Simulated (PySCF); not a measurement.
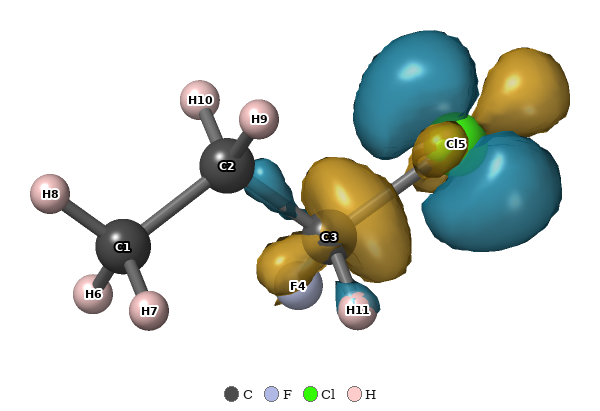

Figure. C3H6ClF, SMILES `CCC(F)Cl`. Unrelaxed difference density of S₁ less the ground state (TDHF singlet states), ±0.05 e/Å³; yellow: gain, teal: loss.

Method: HF/6-31+G*; geometry: GFN2-xTB; program: PySCF. No frequency check shows the geometry to be a minimum. GFN2-xTB bond lengths at metals and heavier atoms can be off by up to 0.1 Å and shapes distorted, which carries into these values.

### How does the charge move on excitation?

0.70 e is displaced in all, of which about 0.3 e passes between atoms: Cl5 (0.27 e) loses electrons and C3 (0.22 e) gains them. The state: 8.46 eV (146 nm), f = 0.001 (very weak); the leading pair carries 99 %; hole on Cl5 (83 %) and C3 (7 %), electron on Cl5 (56 %) and C3 (30 %); their centroids lie 0.1 Å apart.
